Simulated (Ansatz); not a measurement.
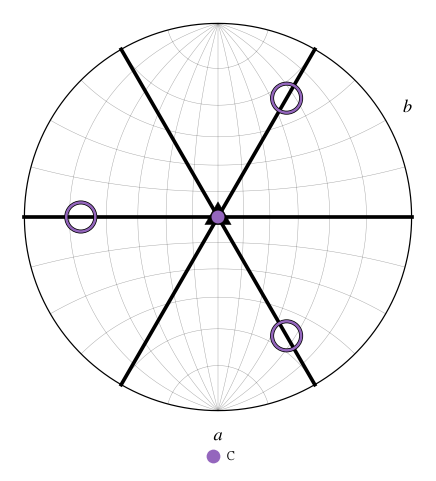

Directions from one silicon atom at (0, 0, 0.312) to its bonded neighbours, in stereographic projection down c (filled: above the plane of the page or in it, open: below). Crystal: SiC, the input geometry of an electronic-structure calculation (not necessarily at equilibrium). The drawing is computed from the coordinates (standard cell, symmetry found to 0.002 Å).

Neighbours are counted up to 2.17 Å for C. The symmetry elements of the site are drawn in: heavy lines are mirror planes (a heavy rim: a mirror in the plane of the page); lens, triangle, square and hexagon are 2-, 3-, 4- and 6-fold axes, a lens in an open square is −4, a triangle in an open hexagon −6; thin dashed diameters join the ends of axes that lie in the page; a small open circle marks inversion.

```yaml
crystal:
  lattice:
    - [3.07755, 0.00000, 0.00000]
    - [-1.53878, 2.66524, 0.00000]
    - [0.00000, 0.00000, 10.07672]
  atoms:
    - { symbol: Si, position: [0.66667, 0.33333, 0.06216] }
    - { symbol: Si, position: [0.33333, 0.66667, 0.56216] }
    - { symbol: Si, position: [0.00000, 0.00000, 0.31211] }
    - { symbol: Si, position: [0.00000, 0.00000, 0.81211] }
    - { symbol: C, position: [0.66667, 0.33333, 0.25020] }
    - { symbol: C, position: [0.33333, 0.66667, 0.75020] }
    - { symbol: C, position: [0.00000, 0.00000, 0.49953] }
    - { symbol: C, position: [0.00000, 0.00000, 0.99953] }
```

> How many neighbours are there, and at what angles?

4: 3 C at 1.88 Å, 1 C at 1.89 Å. Angles between bonds: 109° (3×), 110° (3×).

> What is the site's symmetry in the crystal?

Point group 3m (C3v), order 6: one threefold axis, three mirror planes. In P6_3mc (No. 186) this is Wyckoff position 2a.
